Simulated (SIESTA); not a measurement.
Band structure of ReTc (P-6m2, 2 atoms in the cell).

```yaml
crystal:
  lattice:
    - [2.74930, 0.00000, 0.00000]
    - [-1.37465, 2.38096, 0.00000]
    - [0.00000, 0.00000, 4.44027]
  atoms:
    - { symbol: Tc, position: [0.66667, 0.33333, 0.00000] }
    - { symbol: Re, position: [0.00000, 0.00000, 0.50000] }
```

Level of theory: SIESTA 5.4.2 with GGA PBEsol, numerical atomic orbitals DZP, PseudoDojo PBEsol standard norm-conserving potentials (rewritten from UPF to PSML).

Settings: XC.functional = GGA; XC.authors = PBEsol; potentials = PseudoDojo PBEsol standard; PAO.BasisSize = DZP; PAO.EnergyShift = 0.01 Ry; MeshCutoff = 400 Ry; kgrid.MonkhorstPack = 11 11 6; OccupationFunction = MP; OccupationMPOrder = 0; ElectronicTemperature = 200 meV; MaxSCFIterations = 150; SCF.Mixer.Method = Pulay; SCF.Mixer.Weight = 0.25; SCF.Mixer.History = 6.

The starting cell comes from a database of computed structures (which also holds hypothetical and non-ambient phases and stackings), without a prior relaxation at this level. Spin-orbit coupling is off. Spin polarisation is off. Values carry the incompleteness of an atom-centred basis.

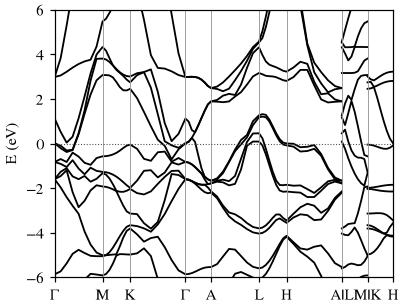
Bands along the path, energies from the Fermi level.

Levels in eV from the Fermi level, bands 12 to 17:
```
point     12     13     14     15     16    17
-----  -----  -----  -----  -----  -----  ----
Γ      -1.59  -1.59  -0.82  -0.82   0.02  0.02
M      -1.92  -1.33  -1.27  -0.57   3.07  3.81
K      -3.14  -2.03  -1.98  -0.05   2.46  2.75
A      -2.14  -1.78  -1.78  -1.66  -1.66  1.89
L      -3.80   0.09   0.46   1.18   1.27  3.16
H      -3.45  -2.15  -1.85  -0.08   0.01  2.81
```

Bands cross the Fermi level along this path, so the cell is metallic at this level.

Higher empty bands are left out: an atom-centred basis made for the valence describes them poorly.
